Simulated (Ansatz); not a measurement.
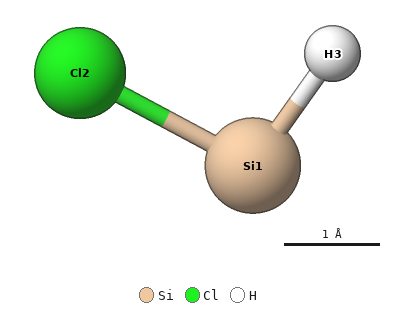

**Figure 1.** The input geometry (ball-and-stick view, seen at a tilt; atoms are numbered from 1 in the order of the input). Bond lengths as drawn: Cl–Si 2.07 Å and H–Si 1.51 Å.

Frequency calculation, with input and output: SiHCl

- system: SiHCl
- method: CCSD(T)/pc-2, RHF (Ansatz 0.2.0)

The geometry was optimised with CCSD(T)/pc-2. Figures and captions count atoms from 1; the log counts them from 0 in places.

**The input**
```yaml
crystal:
  periodic: [false, false, false]
  atoms:
    - {symbol: Si, position_ang: [-0.544846, 0.561570, -0.233099]}
    - {symbol: Cl, position_ang: [1.274060, 0.355263, 0.735767]}
    - {symbol: H, position_ang: [-0.729225, -0.916833, -0.502668]}
basis:
  gaussian:
    orbitals: pc-2.json
    fitting: {mean_field: def2-universal-jkfit, correlation: def2-TZVP-rifit.json}
accuracy: high
correlation: {method: ccsd_t}
hamiltonian: {pseudopotentials: {relativity: none}}
phonons: {amplitude: 0.001, temperatures: {t_min: 200, t_max: 1000, t_step: 200}}
```

Hardware: 1 thread of Intel Xeon (Granite Rapids), 16 GiB of memory available, shared host.

Command:
```bash
ansatz run input.yaml --threads 1 --pin off --max-ram 3480MiB --events-out events.jsonl --progress --plain --runs-dir runs
```

**What the program printed**
```
Functional definition: HF
  name "HF"
  exchange = exact_x
  correlation = 0
274 factors; integrals over basis functions are off by at most 1.3e0 eV
241 factors; integrals over basis functions are off by at most 9.9e-1 eV
mean field evaluation 1: about -20381.5037 eV, gradient 1.2e1 eV
mean field evaluation 2: about -20382.0121 eV, gradient 5.1e0 eV
mean field evaluation 4: about -20382.1010 eV, gradient 3.1e-1 eV
mean field evaluation 8: about -20381.5032 eV, gradient 1.2e1 eV
mean field -20382.10202265 eV, -749.0284338474 hartree, gradient 1.4e-8 eV, S^2 0.000000; 0 other end points of the search recorded, 0 dependent functions left out; unrestricted orbitals would lower it
mean field evaluation 16: about -20382.1332 eV, gradient 1.3e-1 eV
10 core orbitals not correlated: weight in the atoms' cores, before any rotation towards them, 1.000 or more for the frozen orbitals, at most 0.000 for the correlated occupied ones
reference -20382.10202265 eV, -749.0284338474 hartree; 6, 6 occupied and 66, 66 virtual orbitals, 241 factors
second order -7.41035823 eV of doubles, -0.00000000 eV of singles
cycle   1  -8.05651741 eV  change   -6.5e-1 eV  update   7.2e-2
cycle   2  -8.32240968 eV  change   -2.7e-1 eV  update   2.6e-2
cycle   3  -8.36563928 eV  change   -4.3e-2 eV  update   1.2e-2
cycle   4  -8.35905093 eV  change    6.6e-3 eV  update   4.2e-3
cycle   5  -8.35862811 eV  change    4.2e-4 eV  update   1.3e-3
cycle   6  -8.35884048 eV  change   -2.1e-4 eV  update   4.5e-4
cycle   7  -8.35882833 eV  change    1.2e-5 eV  update   1.4e-4
cycle   8  -8.35885003 eV  change   -2.2e-5 eV  update   4.7e-5
cycle   9  -8.35884722 eV  change    2.8e-6 eV  update   1.6e-5
cycle  10  -8.35884270 eV  change    4.5e-6 eV  update   4.7e-6
cycle  11  -8.35884364 eV  change   -9.5e-7 eV  update   1.6e-6
cycle  12  -8.35884340 eV  change    2.4e-7 eV  update   5.4e-7
cycle  13  -8.35884360 eV  change   -2.0e-7 eV  update   2.0e-7
cycle  14  -8.35884361 eV  change   -5.6e-9 eV  update   8.4e-8
cycle  15  -8.35884358 eV  change    2.5e-8 eV  update   4.1e-8
cycle  16  -8.35884357 eV  change    6.8e-9 eV  update   2.3e-8
cycle  17  -8.35884358 eV  change   -8.8e-9 eV  update   8.3e-8
cycle  18  -8.35884358 eV  change    4.0e-9 eV  update   2.5e-8
cycle  19  -8.35884357 eV  change    9.3e-9 eV  update   7.8e-9
cycle  20  -8.35884357 eV  change   9.9e-10 eV  update   3.4e-9
cycle  21  -8.35884357 eV  change  -1.8e-12 eV  update   1.2e-9
perturbative correction -0.31160408 eV, -0.0114512386 hartree
the calculation of the forces begins
these checks for a lower state are left out or cut short: starts, cluster_reference, orbital_swaps, neighbouring_geometries, increment
274 factors; integrals over basis functions are off by at most 1.3e0 eV
241 factors; integrals over basis functions are off by at most 9.9e-1 eV
mean field -20382.10183532 eV, -749.0284269632 hartree, gradient 1.4e-8 eV, S^2 0.000000; 0 other end points of the search recorded, 0 dependent functions left out; unrestricted orbitals would lower it
[... from here on the field's lines of each further geometry are left out, up to the last ...]
10 core orbitals not correlated: weight in the atoms' cores, before any rotation towards them, 1.000 or more for the frozen orbitals, at most 0.000 for the correlated occupied ones
reference -20382.10191701 eV, -749.0284299654 hartree; 6, 6 occupied and 66, 66 virtual orbitals, 241 factors
second order -7.41040176 eV of doubles, -0.00000000 eV of singles
cycle   1  -8.05655943 eV  change   -6.5e-1 eV  update   7.2e-2
cycle   2  -8.32247860 eV  change   -2.7e-1 eV  update   2.6e-2
cycle   3  -8.36571541 eV  change   -4.3e-2 eV  update   1.2e-2
cycle   4  -8.35912992 eV  change    6.6e-3 eV  update   4.2e-3
cycle   5  -8.35870620 eV  change    4.2e-4 eV  update   1.3e-3
cycle   6  -8.35891870 eV  change   -2.1e-4 eV  update   4.5e-4
cycle   7  -8.35890601 eV  change    1.3e-5 eV  update   1.4e-4
cycle   8  -8.35892796 eV  change   -2.2e-5 eV  update   4.7e-5
cycle   9  -8.35892487 eV  change    3.1e-6 eV  update   1.6e-5
cycle  10  -8.35892057 eV  change    4.3e-6 eV  update   4.7e-6
cycle  11  -8.35892139 eV  change   -8.2e-7 eV  update   1.6e-6
cycle  12  -8.35892127 eV  change    1.2e-7 eV  update   5.4e-7
cycle  13  -8.35892153 eV  change   -2.6e-7 eV  update   2.0e-7
cycle  14  -8.35892154 eV  change   -1.6e-8 eV  update   8.2e-8
cycle  15  -8.35892155 eV  change   -6.4e-9 eV  update   3.8e-8
cycle  16  -8.35892155 eV  change  -6.6e-10 eV  update   2.6e-8
cycle  17  -8.35892151 eV  change    4.2e-8 eV  update   8.1e-8
cycle  18  -8.35892149 eV  change    1.4e-8 eV  update   2.2e-8
cycle  19  -8.35892149 eV  change    5.9e-9 eV  update   6.2e-9
cycle  20  -8.35892149 eV  change    1.1e-9 eV  update   2.2e-9
cycle  21  -8.35892149 eV  change   1.8e-10 eV  update  7.5e-10
perturbative correction -0.31162676 eV, -0.0114520721 hartree
the calculation of the forces begins
these checks for a lower state are left out or cut short: starts, cluster_reference, orbital_swaps, neighbouring_geometries, increment
274 factors; integrals over basis functions are off by at most 1.3e0 eV
241 factors; integrals over basis functions are off by at most 9.9e-1 eV
mean field -20382.10212043 eV, -749.0284374407 hartree, gradient 2.0e-8 eV, S^2 0.000000; 0 other end points of the search recorded, 0 dependent functions left out; unrestricted orbitals would lower it
10 core orbitals not correlated: weight in the atoms' cores, before any rotation towards them, 1.000 or more for the frozen orbitals, at most 0.000 for the correlated occupied ones
reference -20382.10212043 eV, -749.0284374407 hartree; 6, 6 occupied and 66, 66 virtual orbitals, 241 factors
second order -7.41031488 eV of doubles, -0.00000000 eV of singles
cycle   1  -8.05647553 eV  change   -6.5e-1 eV  update   7.2e-2
cycle   2  -8.32234055 eV  change   -2.7e-1 eV  update   2.6e-2
cycle   3  -8.36556274 eV  change   -4.3e-2 eV  update   1.2e-2
cycle   4  -8.35897331 eV  change    6.6e-3 eV  update   4.2e-3
cycle   5  -8.35855039 eV  change    4.2e-4 eV  update   1.3e-3
cycle   6  -8.35876309 eV  change   -2.1e-4 eV  update   4.5e-4
cycle   7  -8.35875069 eV  change    1.2e-5 eV  update   1.4e-4
cycle   8  -8.35877230 eV  change   -2.2e-5 eV  update   4.7e-5
cycle   9  -8.35876964 eV  change    2.7e-6 eV  update   1.6e-5
cycle  10  -8.35876514 eV  change    4.5e-6 eV  update   4.7e-6
cycle  11  -8.35876609 eV  change   -9.5e-7 eV  update   1.6e-6
cycle  12  -8.35876576 eV  change    3.3e-7 eV  update   5.4e-7
cycle  13  -8.35876620 eV  change   -4.4e-7 eV  update   1.9e-7
cycle  14  -8.35876615 eV  change    5.1e-8 eV  update   8.2e-8
cycle  15  -8.35876612 eV  change    3.6e-8 eV  update   4.4e-8
cycle  16  -8.35876611 eV  change    5.0e-9 eV  update   2.7e-8
cycle  17  -8.35876596 eV  change    1.5e-7 eV  update   7.8e-8
cycle  18  -8.35876595 eV  change    7.8e-9 eV  update   2.2e-8
cycle  19  -8.35876595 eV  change    2.1e-9 eV  update   6.3e-9
cycle  20  -8.35876595 eV  change   3.2e-10 eV  update   2.0e-9
cycle  21  -8.35876595 eV  change   1.0e-11 eV  update  5.8e-10
perturbative correction -0.31158144 eV, -0.0114504069 hartree
the calculation of the forces begins
Total energy: -20390.77247030 eV, -749.3470669214 hartree
Atom 0 at    -0.544846     0.561570    -0.233099 Å, force    -0.003021    -0.001476    -0.001817 eV/Å
Atom 1 at     1.274060     0.355263     0.735767 Å, force     0.002779    -0.000329     0.001478 eV/Å
Atom 2 at    -0.729225    -0.916833    -0.502668 Å, force     0.000243     0.001805     0.000339 eV/Å
Dipole moment:    -0.219061    -0.015304    -0.121275 e Å
Vibrations: 539.42 827.14 2077.41 cm⁻¹, zero-point energy 0.213499 eV
```

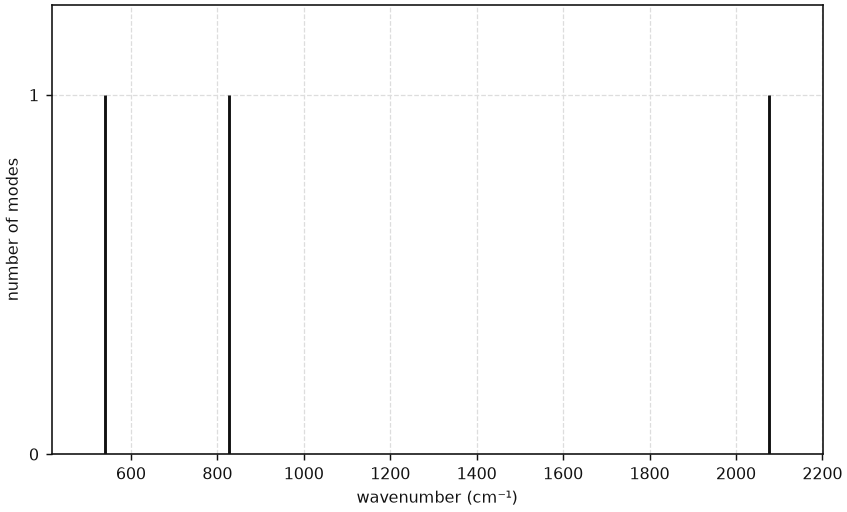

**Figure 2.** Harmonic vibrational wavenumbers from the force constants; neighbouring modes closer than 7 cm⁻¹ are counted in one stick. 3 modes from 539 to 2077 cm⁻¹, none imaginary.

**Results in brief**

```json
{"quantity": "outcome", "value": "converged"}
{"quantity": "total energy", "value": "−749.347067 hartree"}
{"quantity": "SCF energy", "value": "−749.028434 hartree"}
{"quantity": "MP2 energy", "value": "−749.300759 hartree"}
{"quantity": "CCSD energy", "value": "−749.335616 hartree"}
{"quantity": "correlation energy", "value": "−0.318633 hartree"}
{"quantity": "(T) correction", "value": "−0.011451 hartree"}
{"quantity": "basis functions", "value": "82"}
{"quantity": "largest force", "value": "0.004 eV/Å"}
{"quantity": "T1 diagnostic", "value": "0.014"}
{"quantity": "SCF solution under orbital rotations", "value": "stable within restricted orbitals"}
{"quantity": "zero-point energy", "value": "0.007846 hartree"}
{"quantity": "wavenumbers, lowest and highest", "value": "539 and 2077 cm⁻¹"}
{"quantity": "wall time", "value": "50 s"}
{"quantity": "peak memory", "value": "0.27 GiB"}
```
